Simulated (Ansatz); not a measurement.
# Ga2O3, pressure series

The reference is Ga2O3 in the corundum structure (space group R-3c, No. 167; a = 5.0577 Å, c = 13.6230 Å (hexagonal axes)).

Cell and atoms are relaxed at each pressure.

Method: PBE (Ansatz, a quantum-chemistry and plane-wave program, PAW, without spin-orbit coupling).

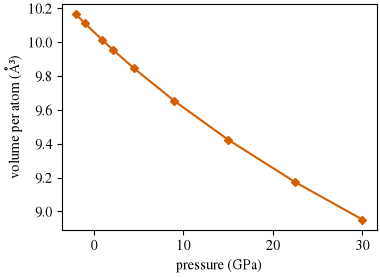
Fig. 1. Volume against pressure

Task: Estimate the zero-pressure bulk modulus from the plot.

Result: About 200 GPa; a third-order Birch–Murnaghan fit to the points gives V₀ = 10.06 Å³/atom, B₀ = 199 GPa and B₀′ = 4.4.

Between the base and pressure 22.5 GPa the gap moves from 2.40 eV to 3.37 eV, a mean slope of 43 meV/GPa.

Load acts through the strain it causes; cell and atoms are relaxed under it. Whether these cells are dynamically stable was not tested. No other phases were tried under pressure.
